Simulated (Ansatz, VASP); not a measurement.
**Cross-check of Os (Os(0001)) between VASP and Ansatz**

Wanted: the spread between two codes on one cell, functional and k mesh.

Method: plane waves, with VASP 6.6.1 beside it; single point at PBEsol, single point at LDA and single point at PBEsol, spin-orbit coupling, in Ansatz 0.2.0.

In doubt: too few empty bands were carried, so the values of those runs are not to be relied on.

### 1. Starting point

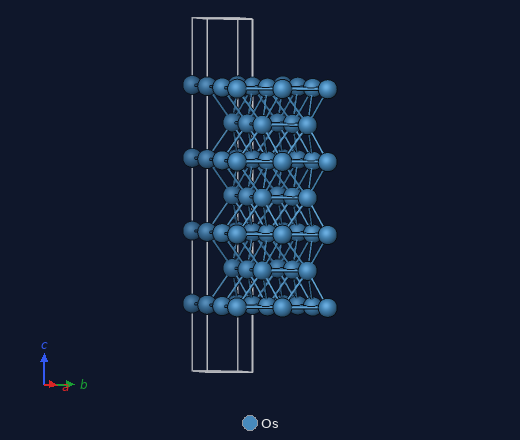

The cell as given, from the side, with the c axis up (osmium blue). 3×2×1 cells are drawn. Some periodic images of atoms are drawn too.

The cell holds 7 atoms: 7 Os. Cell: a = 2.740 Å, b = 2.740 Å, c = 20.979 Å, α = 90.0°, β = 90.0°, γ = 60.0°. Vacuum lies along c.

### 2. Ansatz: single point, PBEsol

Ansatz runs on its default PAW (the set named soft_2) files.

A single point gives forces, pressure and levels at one fixed geometry, so differences don't come from the geometry; what else differs is listed under the comparison.

The input, input.yaml:

```yaml
crystal:
  lattice:
    - [2.74, 0.0, 0.0]
    - [1.37, 2.3729096064, 0.0]
    - [0.0, 0.0, 20.97938]
  atoms:
    - { symbol: Os, position: [0.0, 0.0, 0.1906634038] }
    - { symbol: Os, position: [0.6666666667, 0.6666666667, 0.2937756025] }
    - { symbol: Os, position: [0.0, 0.0, 0.3968878013] }
    - { symbol: Os, position: [0.6666666667, 0.6666666667, 0.5] }
    - { symbol: Os, position: [0.0, 0.0, 0.6031121987] }
    - { symbol: Os, position: [0.6666666667, 0.6666666667, 0.7062243975] }
    - { symbol: Os, position: [0.0, 0.0, 0.8093365962] }
hamiltonian:
  xc: pbesol
  pseudopotentials: { kind: paw }
kpoints:
  mp_grid: { grid: [12, 12, 1] }
scf:
  occupations: { method: methfessel_paxton, width: 0.1 }
  n_extra_bands: 5
efield:
  axis: 3
  dipole_correction: true
  ramp_width: 0.04
output:
  forces: true
  eigenvalues: true
  write_density: true
  write_potential: true
  elf: true
  volumetric_format: npy
```

Launch:

```bash
> ansatz run input.yaml --threads 4 --pin off --max-ram 9216MiB --backend cpu --events-out ev --progress --plain --runs-dir out
```

Numbers of over 12 decimals in the logs are rounded to 6 here.

The program printed:

```text
scf.n_extra_bands = 5 over 56 filled bands (N_el = 112.0): the run solves 61 bands
Engine: ansatz 0.2.0, x86_64-unknown-linux-gnu
Pseudopotentials: kind: paw
Pseudopotential: Os, paw, valence charge 16, recommended cutoff 420 eV (normal), Os.paw.azcp
Functional definition: PBEsol
  exchange = pbesol_x
  correlation = pbesol_c
Crystal: 7 atoms, lattice volume = 136.403 Å³
Basis set: ecut = 420 eV, 2681 PW (Γ), exchange–correlation on 40×40×288 points (8 copies of the dense FFT grid, shifted against one another)
Bands: 61, of which v1, the nominal top of the filled ones, is band 56 counted from 1 (55 counted from 0)
Symmetry: 6 space group operations
k-points: 19 of 144 (time reversal used)
Non-local potential: Os, projectors of the file, l = 0: 3, l = 1: 2, l = 2: 2, l = 3: 1
PAW form: soft (Blöchl's): semilocal exchange-correlation on the pseudo side does not see the compensation charge
PAW frozen core: Os, regenerated for the run's functional, and the local potential with it (the file was generated under x = pbe(κ = 0.804, μ = 0.219515), c = pbe(β = 0.066725))
PAW one-centre angular grid: Os, 590 points (default); XC on 64 Gauss nodes
Initial density: superposition of atomic densities (neutral atoms: chi_scale 0, normalization atom), corrected by the library's trained network
Initial wavefunctions: pseudopotential atomic-orbital guess
Functional: x = pbesol(κ = 0.804, μ = 0.123457), c = pbesol(β = 0.046)
SCF iter   1: F=—  HF=-78754.552719 eV  |F-HF|=—  |Δ(HF+E_count)|=         —  Δρ=1.03e-2  dr2=7.08e-1  ethr=1.77e-3  p=0.000 e·Å  D=2.34e-13 V/Å  ΔV_dip=-0.00 eV  dr2_dipole=3.81e-5  V_vac-E_F(+/−)=5.67/5.69 eV  ⟨swp⟩=7.2  Hψ=4703  notcnv=0
efield: sawtooth ramp at fractional position 0.9800 (placed from the atoms, in the widest stretch of the axis that holds none; the zero of the levels goes with the place), width 0.0400; the density the first Hamiltonian is built on has a dipole p = 0.000 e·Å; the dipole correction subtracts the counter field D = 2.34e-13 V/Å, which shifts the + side's vacuum level by -0.00 eV against the − side's; the planar-averaged density in the ramp window peaks in size at 2.1e-3 e/Å³
preconditioner: auto → LDOS  [metal: Δε(μ)=0.035 eV  Ē_g=5.020 eV  σ=0.100 eV  W_gap=0.29  n_scr=16 (ndim 8)  ℏωp=23.8 eV  f_vac=0.225  D(μ)=4.66/eV (n_scr^D=16)  β→1.0]
SCF iter   2: F=—  HF=-78754.551787 eV  |F-HF|=—  |Δ(HF+E_count)|=   9.32e-4  S|Δr|=    0.00e0  Δρ=6.27e-3  dr2=1.65e-1  ethr=6.32e-4  p=0.000 e·Å  D=2.55e-5 V/Å  ΔV_dip=-0.00 eV  dr2_dipole=8.69e-5  V_vac-E_F(+/−)=5.46/5.47 eV  ⟨swp⟩=2.1  Hψ=1914  notcnv=0  defer=17
SCF iter   3: F=—  HF=-78754.532045 eV  |F-HF|=—  |Δ(HF+E_count)|=   1.97e-2  S|Δr|=    0.00e0  Δρ=1.47e-3  dr2=1.21e-2  ethr=1.47e-4  p=0.000 e·Å  D=1.08e-6 V/Å  ΔV_dip=-0.00 eV  dr2_dipole=3.08e-6  V_vac-E_F(+/−)=5.51/5.53 eV  ⟨swp⟩=3.2  Hψ=2324  notcnv=0  defer=17
SCF iter   4: F=—  HF=-78754.530924 eV  |F-HF|=—  |Δ(HF+E_count)|=   1.12e-3  S|Δr|=    0.00e0  Δρ=4.08e-4  dr2=9.18e-4  ethr=1.08e-5  p=-0.000 e·Å  D=-3.43e-6 V/Å  ΔV_dip=0.00 eV  dr2_dipole=1.30e-7  V_vac-E_F(+/−)=5.49/5.50 eV  ⟨swp⟩=2.4  Hψ=1807  notcnv=0  defer=17
SCF iter   5: F=—  HF=-78754.530904 eV  |F-HF|=—  |Δ(HF+E_count)|=   1.99e-5  S|Δr|=    0.00e0  Δρ=1.28e-4  dr2=1.44e-5  ethr=8.20e-7  p=-0.000 e·Å  D=-2.17e-6 V/Å  ΔV_dip=0.00 eV  dr2_dipole=3.14e-8  V_vac-E_F(+/−)=5.48/5.50 eV  ⟨swp⟩=2.1  Hψ=1744  notcnv=0  defer=17
SCF iter   6: F=—  HF=-78754.530902 eV  |F-HF|=—  |Δ(HF+E_count)|=   1.80e-6  S|Δr|=    0.00e0  Δρ=4.15e-5  dr2=4.87e-6  ethr=1.28e-8  p=-0.000 e·Å  D=-6.24e-7 V/Å  ΔV_dip=0.00 eV  dr2_dipole=8.15e-9  V_vac-E_F(+/−)=5.48/5.49 eV  ⟨swp⟩=3.2  Hψ=2599  notcnv=0  defer=5
SCF iter   7: F=—  HF=-78754.530903 eV  |F-HF|=—  |Δ(HF+E_count)|=   1.18e-6  S|Δr|=    0.00e0  Δρ=1.11e-5  dr2=1.84e-7  ethr=4.35e-9  p=-0.000 e·Å  D=-3.72e-7 V/Å  ΔV_dip=0.00 eV  dr2_dipole=1.53e-10  V_vac-E_F(+/−)=5.48/5.49 eV  ⟨swp⟩=2.3  Hψ=1610  notcnv=0  defer=5
SCF iter   8: F=-78754.530903 eV  HF=-78754.530903 eV  |F-HF|=9.05e-9  |Δ(HF+E_count)|=   5.78e-8  S|Δr|=    0.00e0  Δρ=3.92e-6  dr2=2.78e-8  ethr=8.93e-11  p=-0.000 e·Å  D=-1.79e-7 V/Å  ΔV_dip=0.00 eV  dr2_dipole=2.92e-11  V_vac-E_F(+/−)=5.48/5.49 eV  ⟨swp⟩=14.2  Hψ=9857  notcnv=0
WARN: the bands leave out some 5.561e-2 electrons a cell, over the threshold 1e-3 (by scf.eigensolver.empty_state_threshold): the first level above them, at 17.0964 eV, would hold 6.886e-1 of 2 at k-index 2, k = (0.0000, 0.1667, 0.0000) — raise scf.n_extra_bands (try 68 bands in all)
WARN: efield: at this solve's end the planar-averaged density reaches 2.69e-3 e/Å³ inside the ramp window [0.9323, 0.0677] (bound 1e-5 e/Å³); the window's nearer edge stands 2.58 Å from this solve's nearest atom along the axis. Its work functions, free energy, forces, stress, dipole, levels and responses can be off, and this figure does not tell by how much. The cell may have no vacuum along `efield.axis`. A short vacuum, a low `basis.ecutwfc` or `basis.ecutrho_ratio` and negative occupations (`scf.occupations.method`) can put density there. See the manual's quickstart, § The vacuum guard
SCF 1 converged in 8 iterations: F = -78754.530903 eV  dr2 = 2.78e-8
  greatest PAW one-centre occupation: 1.000 electrons in one spin orbital (limit 2), on the Os atom at site 3 (counted from 0), in its partial waves of l = 0
WARN: The output density's exchange-correlation potential varies sharply where the density is thin. Do not read a vacuum level from v_tot or v_xc, or from such a field of the output density. On a cell that repeats whose density bears no net charge and no dipole along the vacuum's axis use v_es (v_loc + v_h of the components); under efield.dipole_correction with no amplitude use v_es + v_field, which holds any externa [...]
SCF converged after 8 iterations
Stability not checked: this state was not tested for a lower state beside it, because cold or Methfessel-Paxton smearing, or corrected tetrahedra, fill the levels in a way that the test cannot read (fill_not_monotonic; see scf.lower_state_search)
Free energy (F): -78754.530903 eV
Harris-Foulkes:  -78754.530903 eV  (|F-HF|=9.05e-9)
Internal energy: -78754.531360 eV  (E = F + TS)
E sigma→0 (E₀):  -78754.531018 eV
Entropy (-TS):   0.000457 eV (0.065 meV/atom)
Fermi energy:    17.077639 eV
Dipole field:    D = 0.000009 V/Å  (p = 0.000007 e·Å, saw-weighted, corrected)
Work function:   Φ+ = 5.4788 eV (in doubt: plateau slope 2.8e-1 eV/Å)   Φ− = 5.4926 eV (in doubt: plateau slope 1.9e-1 eV/Å)
Levels:          The Fermi level and band energies are counted from a zero that moves with the ramp; work functions are not
Vacuum region:   at the solve's end the planar-averaged density reaches 2.69e-3 e/Å³ inside the ramp window [0.9323, 0.0677] (bound 1e-5 e/Å³)
--- Per-component energies (eV) ---
  E_band       = -1442.184654
  E_kinetic    = 3925.034990
  E_local      = -54346.972806  (includes V_loc(G=0)·N_el)
  E_nonlocal   = 8.265795
  E_hartree    = 26216.844112
  E_xc         = -1851.254220
  E_vxc        = -1979.195314  (∫ρ·V_xc dr)
  E_paw        = -62158.394437  (= ΣΔE_a)
  E_vpaw       = -1483.007927  (= ΣTr[D̂ρ^β])
  E_aug_tail   = -0.000610  (compensation charges beyond the density's cutoff)
  E_efield     = 0.000000  (sawtooth field / dipole correction)
  E_vefield    = 0.000000  (∫n·V_field dr)
  E_ewald      = 9450.210285
  E_core_change = 1.735531  (= ΣΔE_core)
  E_smearing   = 0.000457  (= −TS)
  E_closure    = 0.000000  (closes the sum)
  Σ components = -78754.530903   (vs F -78754.530903, Δ=0.00e0)
--- Forces (eV/Å), atoms counted from 1 ---
  atom   1  Os     0.00000000     0.00000000     1.16384110
  atom   2  Os    -0.00000000    -0.00000000    -0.73801978
  atom   3  Os    -0.00000000     0.00000000    -0.43606059
  atom   4  Os    -0.00000000    -0.00000000    -0.00000421
  atom   5  Os    -0.00000000     0.00000000     0.43606754
  atom   6  Os     0.00000000    -0.00000000     0.73801512
  atom   7  Os    -0.00000000     0.00000000    -1.16383758
  max |Σ_I F_I| component: 1.60e-6 eV/Å
--- Band table (eV; the first three rows and the last of 19) ---
  k-point 0: bands = [... 52 lower, 14.9046, 14.9046, 15.5648, 15.8003, 15.8003, 16.4926, 16.4926, 16.9140, ... 1 higher]
  k-point 1: bands = [... 52 lower, 14.9633, 15.1157, 15.3572, 15.6691, 15.7021, 16.1790, 16.4062, 16.5200, ... 1 higher]
  k-point 2: bands = [... 52 lower, 15.1465, 15.2127, 15.3185, 15.6824, 15.6943, 15.9291, 16.1917, 16.4075, ... 1 higher]
  k-point 18: bands = [... 52 lower, 15.7543, 16.4621, 17.5574, 17.9591, 17.9739, 18.5699, 18.5709, 18.6139, ... 1 higher]
```

It took 3.5 s on 4 threads of Intel Xeon Platinum 8488C (Sapphire Rapids), shared host; peak memory 0.61 GiB; 13 s of CPU time.

Reading the cycles: dr2 is the Hartree energy of the density residual (eV), the measure of convergence; HF is the Harris–Foulkes estimate of the energy, which meets the free energy F at convergence.

(Part 1 of 3 ends here.)

[Lines on the potential files, build, host, timing and source positions are cut from VASP's logs without a mark.]

[Logs are printed without paths, hosts, clocks, repeated set-up lines and the standing remarks that a program may print on its own settings, such as how far it seeks lower states.]

[Hosts, paths, dates, database ids (printed as entryN), source tags and the programs' standing remarks are cut or masked in the printed files.]
